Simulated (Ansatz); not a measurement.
# CF4 (singlet): wave-function methods side by side, STO-3G

How much of the correlation energy of CF4 (singlet) does each wave-function method recover here?

Computed with Ansatz 0.2.0, Gaussian basis. Level: STO-3G, core rule «outside noble gas», up to 5 orbitals frozen.

To be run: UHF; CCSD(T) on RHF; BCCD(T) on RHF; CISD; CCSDT(Q) on RHF; CISDTQ; CCSDTQ on RHF; CASSCF and MRCISD+Q, 8 electrons in 8 orbitals; CASSCF and NEVPT2, 8 electrons in 8 orbitals; Full CI.

13 further runs of the same task are left out: 13 set aside as unsound or not needed.

## 1. The geometry

The geometry is an MP2(full)/6-31G* stationary point (not a proven minimum).

5 atoms, charge 0, spin multiplicity 1.

Atoms are counted from 1 here; the program's logs count them from 0.

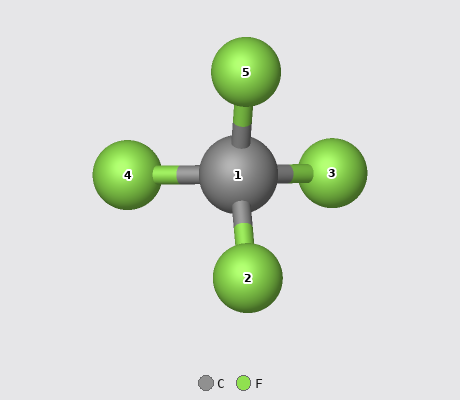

The geometry (carbon grey, fluorine green); atoms are numbered from 1 in the order of the file.

Coordinates:

```csv
atom,x (Å),y (Å),z (Å)
C1,0.0000,0.0000,0.0000
F2,0.7674,0.7674,0.7674
F3,-0.7674,-0.7674,0.7674
F4,-0.7674,0.7674,-0.7674
F5,0.7674,-0.7674,-0.7674
```

## 2. UHF

Contents of in.yaml:

```yaml
crystal:
  periodic: [false, false, false]
  atoms:
    - {symbol: C, position_ang: [0.000000, 0.000000, 0.000000]}
    - {symbol: F, position_ang: [0.767436, 0.767436, 0.767436]}
    - {symbol: F, position_ang: [-0.767436, -0.767436, 0.767436]}
    - {symbol: F, position_ang: [-0.767436, 0.767436, -0.767436]}
    - {symbol: F, position_ang: [0.767436, -0.767436, -0.767436]}
basis:
  gaussian: {orbitals: STO-3G}
magnetization: {spin_polarized: true, initial_magnetization: 0}
hamiltonian: {xc: hf}
output: {orbitals: {seedname: orbitals}}
```

On the command line:

```bash
> ansatz run in.yaml --threads 1 --pin off --events-out ev --progress --plain --max-ram 4096MiB --backend cpu
```

After this run come: CCSD(T) on RHF; BCCD(T) on RHF; CISD; CCSDT(Q) on RHF; CISDTQ; CCSDTQ on RHF; CASSCF and MRCISD+Q, 8 electrons in 8 orbitals; CASSCF and NEVPT2, 8 electrons in 8 orbitals; Full CI.

Before running them: what should the planned runs give, taken together? Wanted: FCI below the RHF energy; RMP2 from FCI; RCCSD from FCI; RCCSD(T) from FCI; RCCSDT(Q) from FCI; NEVPT2 frontier from FCI; MRCISD+Q frontier from FCI; T1 diagnostic; effectively unpaired electrons.

As calculated:

| quantity | value |
| --- | --- |
| FCI below the RHF energy | -3.8599 eV |
| RMP2 from FCI | +19.71 kcal/mol |
| RCCSD from FCI | +4.08 kcal/mol |
| RCCSD(T) from FCI | +0.69 kcal/mol |
| RCCSDT(Q) from FCI | -0.03 kcal/mol |
| NEVPT2 frontier from FCI | +9.45 kcal/mol |
| MRCISD+Q frontier from FCI | +1.22 kcal/mol |
| levels within 1 kcal/mol (43 meV) | RCCSD(T), BCCD(T), RCCSDT, CISDTQ, RCCSDT(Q), RCCSDTQ |
| T1 diagnostic | 0.009 |
| effectively unpaired electrons | 0.03 |

RCCSD(T) lands +0.69 kcal/mol from the yardstick (0.8 % of the correlation energy). One determinant dominates. Of the multireference levels listed MRCISD+Q frontier comes nearest in total energy (+1.22 kcal/mol), which doesn't show that its space is the better one. These misses are within one basis, not against nature.
